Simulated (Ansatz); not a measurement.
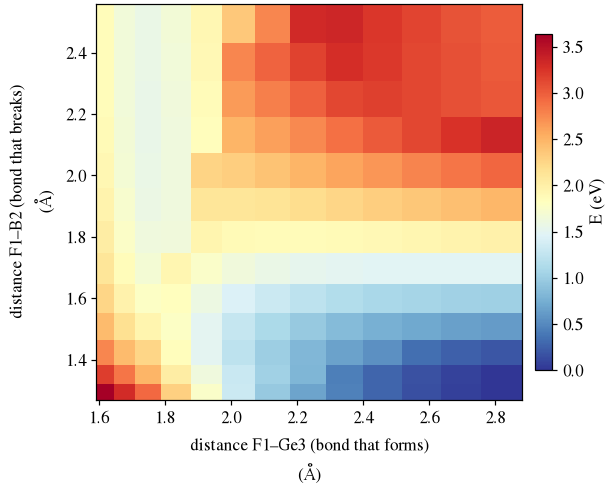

Energy landscape of the reacting system BFGeH5 (fragments BFH₂ + GeH₃ where the first distance is long, FGeH₃ + BH₂ where the second is long), spin multiplicity 2. The first coordinate is: distance F1–Ge3 (bond that forms); the second: distance F1–B2 (bond that breaks). Relaxed at each point: all other coordinates. The grid has 13 × 13 points. Points are written as (first, second). Energies: eV, counted from the lowest grid point. Energies and slopes of some neighbouring points disagree (a jump in structure or state, or too coarse a mesh). Computed with UHF/def2-SVP (Ansatz).

The picture shows one coloured cell a grid point. 

> Summarise what can be read from the map.

The lowest grid point is at (2.820 Å, 1.296 Å). It lies in a valley that leaves the map towards separated partners. Other grid points that lie below all their neighbours: (1.748 Å, 2.251 Å) (1.56 eV higher). The highest grid point, (1.620 Å, 1.296 Å), lies 3.64 eV above the lowest.

The input of one point:

```yaml
crystal:
  periodic: [false, false, false]
  atoms:
    - { symbol: F, position_ang: [-0.405974, -0.296407, -0.718] }
    - { symbol: B, position_ang: [-1.068696, -0.817632, -1.702246] }
    - { symbol: Ge, position_ang: [1.127285, 0.904557, 1.321412] }
    - { symbol: H, position_ang: [-0.663777, -1.820336, -2.206309] }
    - { symbol: H, position_ang: [-2.063463, -0.278506, -2.080689] }
    - { symbol: H, position_ang: [-0.330756, 1.27733, 1.612814] }
    - { symbol: H, position_ang: [2.037009, 1.635417, 2.329255] }
    - { symbol: H, position_ang: [1.368477, -0.604325, 1.443664] }
magnetization:
  spin_polarized: true
  initial_magnetization: 1
basis:
  gaussian: { orbitals: def2-SVP }
hamiltonian:
  xc: hf
output:
  forces: true
relax:
  f_tol: 0.02
  max_steps: 50
  escape_saddle: false
  constraints: [{ distance: [0, 2] }, { distance: [0, 1] }]
```

Each point was launched as `ansatz run input.yaml --threads 1 --pin off --max-ram 2560MiB --backend cpu --events-out ev --progress --plain --runs-dir out`. The whole map (169 points run) took 43 min on 1 thread of Arm Neoverse V1, on a shared host.
